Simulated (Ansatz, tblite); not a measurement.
**Si(NH2)Cl3 (Cl₃H₂NSi): which spin state is lowest**

Aim: set other spin states of Si(NH2)Cl3 (Cl₃H₂NSi) against its singlet, on many levels of theory.

Computed with Ansatz 0.2.0, Gaussian basis. Level: as each input shows.

Plan: triplet, at the geometry of the singlet (GFN1-xTB, GFN2-xTB, PBE0-D4/def2-TZVP, PBE-D4/def2-TZVP, r2SCAN-D4/def2-TZVP); the singlet's energies come from earlier runs.

## 1. The structure

The geometry is that of the singlet, from an earlier relaxation (PBE-D4/def2-SVP).

7 atoms, charge 0, spin multiplicity 1.

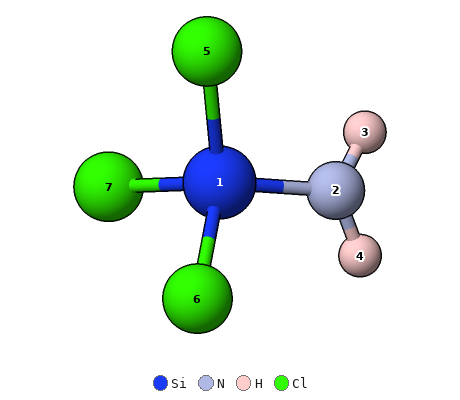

The geometry (silicon blue, nitrogen light blue, hydrogen pink, chlorine green); atoms are numbered from 1 in the order of the file.

## 2. Triplet at the fixed geometry, GFN1-xTB

Tight binding, by tblite at 300 K electronic temperature and without a spin-polarisation term:

```python
tblite.interface.Calculator('GFN1-xTB', numbers, positions, charge=0, uhf=2).singlepoint()
```

Energy -513.0297 eV; 0.039 s.

## 3. Triplet at the fixed geometry, GFN2-xTB

Tight binding, by tblite at 300 K electronic temperature and without a spin-polarisation term:

```python
tblite.interface.Calculator('GFN2-xTB', numbers, positions, charge=0, uhf=2).singlepoint()
```

Energy -522.3532 eV; 0.05 s.

## 4. Triplet at the fixed geometry, PBE0-D4/def2-TZVP

The input, in.yaml:

```yaml
crystal:
  periodic: [false, false, false]
  atoms:
    - {symbol: Si, position_ang: [0.005738, 0.012951, -0.569232]}
    - {symbol: N, position_ang: [0.084544, 0.151173, 1.134097]}
    - {symbol: H, position_ang: [0.718648, -0.458086, 1.656335]}
    - {symbol: H, position_ang: [-0.767305, 0.360170, 1.660104]}
    - {symbol: Cl, position_ang: [1.935347, -0.021649, -1.292388]}
    - {symbol: Cl, position_ang: [-1.033314, 1.638696, -1.293554]}
    - {symbol: Cl, position_ang: [-0.943658, -1.683255, -1.295362]}
basis:
  gaussian: {orbitals: def2-TZVP}
magnetization: {spin_polarized: true, initial_magnetization: 2}
hamiltonian: {xc: pbe0, dispersion: d4}
scf: {omitted_lower_state_checks: [starts]}
output: {orbitals: {seedname: orbitals}}
```

Launch:

```sh
$ ansatz run in.yaml --threads 4 --pin off --events-out ev --progress --plain --max-ram 3916MiB
```

What it wrote:

```text
Functional definition: PBE0
  name "PBE0"
  cite "Adamo & Barone, J. Chem. Phys. 110, 6158 (1999) doi:10.1063/1.478522"
  cite "Perdew, Burke & Ernzerhof, Phys. Rev. Lett. 77, 3865 (1996) doi:10.1103/PhysRevLett.77.3865"
  parent pbe
  parameter a = 0.25
  parameter kappa = 0.804
  parameter beta = 0.06672455060314922
  exchange = (1 - a)*pbe_x(kappa = kappa, mu = beta*pi^2/3) + a*exact_x
  correlation = pbe_c(beta = beta)
these checks for a lower state are left out or cut short: starts
1315 factors; their error is unknown
mean field evaluation 1: about -46943.4003 eV, gradient 4.4e1 eV
mean field evaluation 2: about -46916.5432 eV, gradient 7.9e1 eV
mean field evaluation 4: about -46948.1085 eV, gradient 2.3e1 eV
mean field evaluation 8: about -46951.6499 eV, gradient 1.5e0 eV
mean field evaluation 16: about -46951.8453 eV, gradient 4.1e-2 eV
mean field -46951.84534124 eV, -1725.4484911869 hartree, gradient 2.7e-5 eV, S^2 2.005440; 0 other end points of the search recorded, 0 dependent functions left out
reference -46951.84537649 eV, -1725.4484924821 hartree; 38, 36 occupied and 153, 155 virtual orbitals, 1315 factors
Total energy: -46952.07554321 eV, -1725.4569509533 hartree
Checks for a lower state left out: starts
```

It took 21 s on 4 threads of Intel Xeon at 2.50GHz, shared host; peak memory 0.79 GiB.

Report: HOMO -2.44 eV, LUMO -6.78 eV (over both spins; with the spin held, an empty level of the minority spin lies below the top filled one); ⟨S²⟩ 2.005 (pure: 2.00).

## 5. Triplet at the fixed geometry, PBE-D4/def2-TZVP

start.molden holds the orbitals of an earlier run on this state, given as this run's starting guess.

Changes to in.yaml since step 4:

```diff
@@ -11,5 +11,5 @@
 basis:
-  gaussian: {orbitals: def2-TZVP}
+  gaussian: {orbitals: def2-TZVP, initial_orbitals: start.molden}
 magnetization: {spin_polarized: true, initial_magnetization: 2}
-hamiltonian: {xc: pbe0, dispersion: d4}
+hamiltonian: {xc: pbe, dispersion: d4}
 scf: {omitted_lower_state_checks: [starts]}
```

The command is unchanged.

What it wrote:

```text
Functional definition: PBE
  name "PBE"
  cite "Perdew, Burke & Ernzerhof, Phys. Rev. Lett. 77, 3865 (1996) doi:10.1103/PhysRevLett.77.3865"
  parent pbe
  parameter kappa = 0.804
  parameter beta = 0.06672455060314922
  exchange = pbe_x(kappa = kappa, mu = beta*pi^2/3)
  correlation = pbe_c(beta = beta)
these checks for a lower state are left out or cut short: starts
1263 factors; their error is unknown
mean field evaluation 1: about -46948.1889 eV, gradient 1.1e1 eV
mean field evaluation 2: about -46948.4218 eV, gradient 8.3e-1 eV
mean field evaluation 4: about -46948.5006 eV, gradient 3.3e-2 eV
mean field evaluation 8: about -46948.4871 eV, gradient 2.5e-5 eV
mean field evaluation 16: about -46948.4871 eV, gradient 7.3e-6 eV
mean field -46948.48710680 eV, -1725.3250783473 hartree, gradient 7.3e-6 eV, S^2 2.002933; 0 other end points of the search recorded, 0 dependent functions left out
reference -46948.48715090 eV, -1725.3250799679 hartree; 38, 36 occupied and 153, 155 virtual orbitals, 1263 factors
Total energy: -46948.75625219 eV, -1725.3349692581 hartree
Checks for a lower state left out: starts
```

Run time: 9.5 s. Hardware: 4 threads of Intel Xeon at 2.50GHz, shared host.

HOMO -1.59 eV, LUMO -7.56 eV (over both spins; with the spin held, an empty level of the minority spin lies below the top filled one); ⟨S²⟩ 2.003 (pure: 2.00).

## 6. Triplet at the fixed geometry, r2SCAN-D4/def2-TZVP

Changes to in.yaml since step 5:

```diff
@@ -13,3 +13,3 @@
 magnetization: {spin_polarized: true, initial_magnetization: 2}
-hamiltonian: {xc: pbe, dispersion: d4}
+hamiltonian: {xc: r2scan, dispersion: d4}
 scf: {omitted_lower_state_checks: [starts]}
```

The command is unchanged.

What it wrote:

```text
Functional definition: r2SCAN
  name "r2SCAN"
  cite "Furness, Kaplan, Ning, Perdew & Sun, J. Phys. Chem. Lett. 11, 8208 (2020) doi:10.1021/acs.jpclett.0c02405"
  cite "Furness, Kaplan, Ning, Perdew & Sun, J. Phys. Chem. Lett. 11, 9248 (2020) doi:10.1021/acs.jpclett.0c03077"
  parent r2scan
  parameter k0 = 0.174
  parameter k1 = 0.065
  parameter a1 = 4.9479
  exchange = r2scan_x(k0 = k0, k1 = k1, a1 = a1)
  correlation = r2scan_c
these checks for a lower state are left out or cut short: starts
1263 factors; their error is unknown
mean field evaluation 1: about -46965.4287 eV, gradient 8.1e0 eV
mean field evaluation 2: about -46965.4882 eV, gradient 1.8e-1 eV
mean field evaluation 4: about -46965.4711 eV, gradient 3.5e-2 eV
mean field evaluation 8: about -46965.4711 eV, gradient 1.7e-5 eV
mean field -46965.47111839 eV, -1725.9492292611 hartree, gradient 2.5e-5 eV, S^2 2.006648; 0 other end points of the search recorded, 0 dependent functions left out
reference -46965.47113134 eV, -1725.9492297369 hartree; 38, 36 occupied and 153, 155 virtual orbitals, 1263 factors
Total energy: -46965.53245480 eV, -1725.9514833327 hartree
Checks for a lower state left out: starts
```

Wall time 16 s (4 threads of Intel Xeon at 2.50GHz, shared host).

HOMO -1.89 eV, LUMO -7.48 eV (over both spins; with the spin held, an empty level of the minority spin lies below the top filled one); ⟨S²⟩ 2.007 (pure: 2.00).

## 7. Triplet less singlet, vertical

The singlet's energies are those of its earlier runs, whose logs aren't repeated here.

```csv
level,"triplet less singlet, vertical (kcal/mol)",time
GFN1-xTB,+175.8,0.054 s
GFN2-xTB,+164.7,0.064 s
PBE-D4/def2-TZVP,+137.9,13 s
r2SCAN-D4/def2-TZVP,+145.8,21 s
PBE0-D4/def2-TZVP,+149.7,27 s
```

Times add the two runs; a level without a time comes out of a correlated run. Tight binding without a spin term can't rank spin states.

## 8. Summary of results

| quantity | value |
| --- | --- |
| triplet less singlet, vertical, functionals in def2-TZVP | +137.9 (PBE-D4) to +149.7 kcal/mol (PBE0-D4) |

All functionals put the triplet above the singlet, over a spread of 11.8 kcal/mol. The checks for a lower triplet were left out, so another state of that spin may lie lower. These are electronic energies, without zero-point motion, entropy or surroundings.
